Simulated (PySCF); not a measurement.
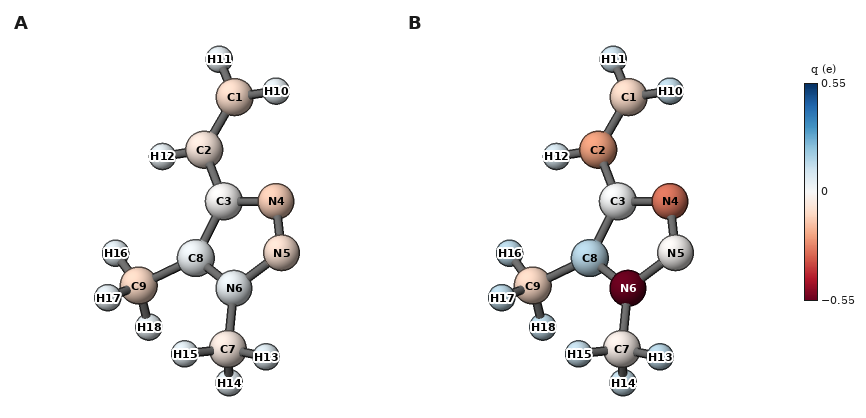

Atomic charges of one calculation by 2 schemes, on one colour scale. Computed geometry: GFN2-xTB optimisation. No frequency run is at hand to confirm it as a minimum. Method: PBE0/pcSseg-1 (PySCF 2.14.0).

**The schemes are Hirshfeld, Mulliken. Which panel shows which?**

A Hirshfeld, B Mulliken.

List the charges (e), one line for each set of equivalent atoms. Atoms whose distances differ by more than 0.02 Å in this geometry are listed apart.

| atom | Hirshfeld | Mulliken |
| --- | --- | --- |
| C1 | −0.10 | −0.10 |
| C2 | −0.06 | −0.22 |
| C3 | −0.01 | 0.01 |
| N4 | −0.13 | −0.29 |
| N5 | −0.08 | −0.01 |
| N6 | 0.04 | −0.54 |
| C7 | −0.05 | −0.03 |
| C8 | 0.03 | 0.15 |
| C9 | −0.11 | −0.11 |
| H10 | 0.04 | 0.13 |
| H11 | 0.05 | 0.11 |
| H12 | 0.04 | 0.09 |
| H13 | 0.07 | 0.15 |
| H14 | 0.06 | 0.13 |
| H15 | 0.06 | 0.13 |
| H16 | 0.06 | 0.14 |
| H17 | 0.05 | 0.14 |
| H18 | 0.05 | 0.14 |
